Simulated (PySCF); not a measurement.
System: C$_{6}$H$_{15}$AlSi.

Input file:

```
{"job": {"kind": "nmr", "xc": "PBE0", "basis": "pcSseg-1"}, "charge": 0, "multiplicity": 1}
C     -1.462783    -1.688857     0.618480
C     -0.953326    -0.256335     0.478943
C     -2.038600     0.629157    -0.166643
C     -1.618070     2.117111    -0.187141
Al     0.282088     1.812606    -0.719213
C      0.354520    -0.165315    -0.347012
C      1.579434    -0.709052     0.404264
Si     3.177222    -0.483415    -0.596568
H     -2.376360    -1.715905     1.210530
H     -0.724560    -2.320085     1.108072
H     -1.678441    -2.109386    -0.362443
H     -0.752871     0.142383     1.483348
H     -2.981648     0.491151     0.370011
H     -2.191308     0.280320    -1.193577
H     -2.289880     2.681812    -0.842663
H     -1.762255     2.540255     0.816754
H      1.358572     2.800311    -1.208808
H      0.211908    -0.800043    -1.238136
H      1.439262    -1.766560     0.652120
H      1.676627    -0.181448     1.358301
H      3.189140    -1.407402    -1.736950
H      4.333949    -0.770253     0.258570
H      3.222626     0.905936    -1.081058
```

Command:

```sh
OMP_NUM_THREADS=1 python probes_run.py task.json out
```

Geometry: GFN2-xTB.

Theory: PBE0/pcSseg-1, SCF density, gas phase, non-relativistic (PySCF 2.14.0).

**What will maps of the electron density and electron localisation function show?**

C–C (1.53 Å): the density is about 1.6 e/Å³ at the midpoint; the ELF peaks at about 0.95 between the atoms (a covalent bond).
C–H (1.09 Å): ρ at the midpoint is about 2 e/Å³; the ELF climbs to about 1 towards the hydrogen, as it does in any bond to H; a covalent bond by its length.

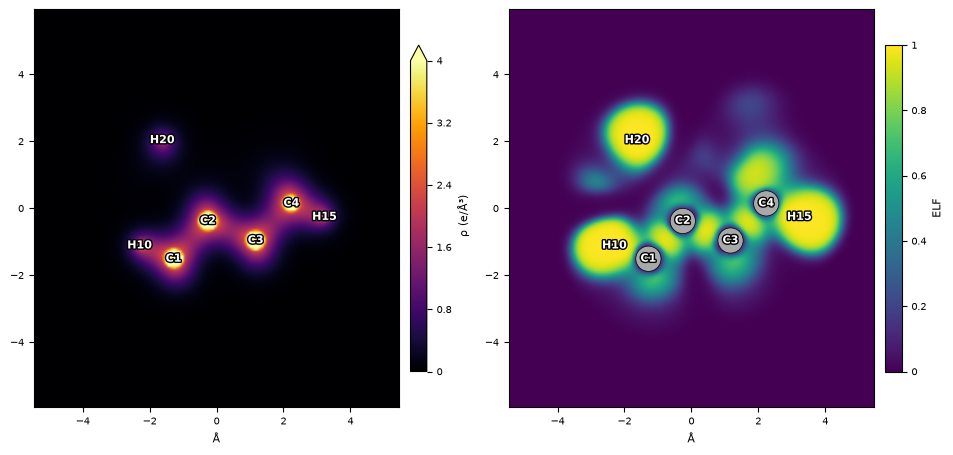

Computed electron density and electron localisation function on the plane of atoms C1, C2 and C3, in this order. Grey discs cover the atomic cores in the ELF map. 
